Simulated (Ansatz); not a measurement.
# CH4F2InN: what the fields show

```yaml
atoms:
  - { symbol: C, position_ang: [-0.3728, -0.8134, -0.1081] }
  - { symbol: N, position_ang: [-0.2902, -0.5664, 1.2625] }
  - { symbol: In, position_ang: [1.0297, 2.7054, -0.3019] }
  - { symbol: F, position_ang: [0.0211, 0.2951, -0.9320] }
  - { symbol: F, position_ang: [0.9587, 3.0984, -2.2700] }
  - { symbol: H, position_ang: [-1.4079, -1.0348, -0.4077] }
  - { symbol: H, position_ang: [0.2948, -1.6371, -0.4014] }
  - { symbol: H, position_ang: [-0.9272, 0.1459, 1.6092] }
  - { symbol: H, position_ang: [0.6510, -0.4130, 1.6148] }
```

Core potentials replace the inner electrons of In; at this geometry the atoms fall into two loosely joined parts.

The calculation used RKS B3LYP-D4/def2-SVP in Ansatz.

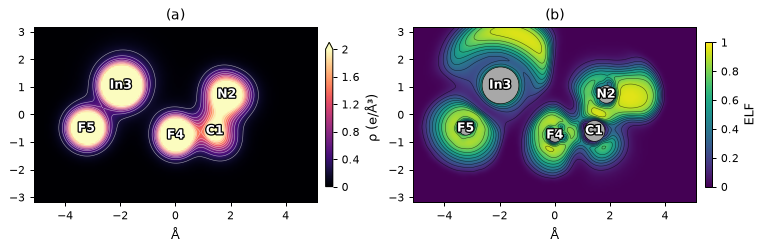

Figure 1. (a) electron density; (b) ELF on the plane of atoms N2, C1 and F4. Grey discs cover the atomic cores in the ELF map.

### What does the map show?

- The plane passes through C, N, In and F nuclei.
- C–N (1.40 Å): ρ at the midpoint is about 2.2 e/Å³; the ELF peaks at about 0.95 between the atoms (localised, covalent bonding).
- C–F (1.44 Å): ρ at the midpoint is about 1.8 e/Å³, with its minimum of 1.4 e/Å³ about 0.5 Å from C; the ELF peaks at about 0.85 between the atoms: a polar covalent bond.
- In–F (2.01 Å): the density is about 0.63 e/Å³ at the midpoint; the ELF peaks at about 0.85 in the valence shell of F, 0.5 Å from its nucleus, and drops to about 0.10 between the two atoms.
- The ELF also peaks beside F4, F5 and N2, away from the bonds: lone-pair regions.

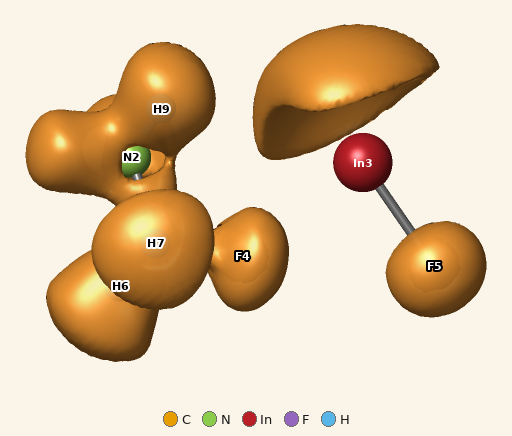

Figure 2. Isosurface of the ELF at 0.75 (orange), seen at a tilt. Only the valence region is drawn (cores and ρ < 0.01 e/Å³ removed).

### Describe the localisation domains.

The ELF exceeds this value in two regions around hydrogen nuclei, one region on F in which the atom's valence shell and bonds are merged, one lobe on In, pointing away from the bonds (lone pairs), one region wrapped around F (its valence shell) and one joined region spread over several atoms (H, N), in which their bonds and any lone pairs are merged.

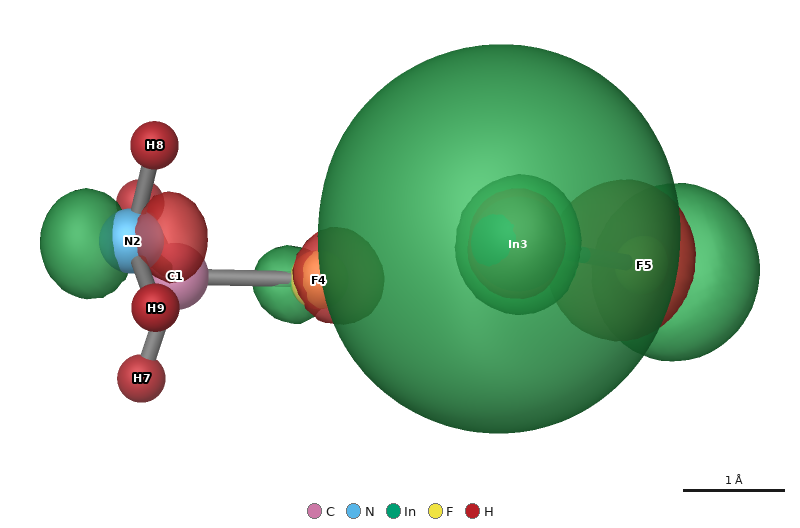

Figure 3. The HOMO at ±0.08 Å⁻³ᐟ² (green and red are the two phases), seen from one side.

### Describe this orbital and give its energy.

By Hirshfeld shares it lies mainly on In3 (about 65 %) and F5 (about 30 %). Its energy is −6.55 eV.
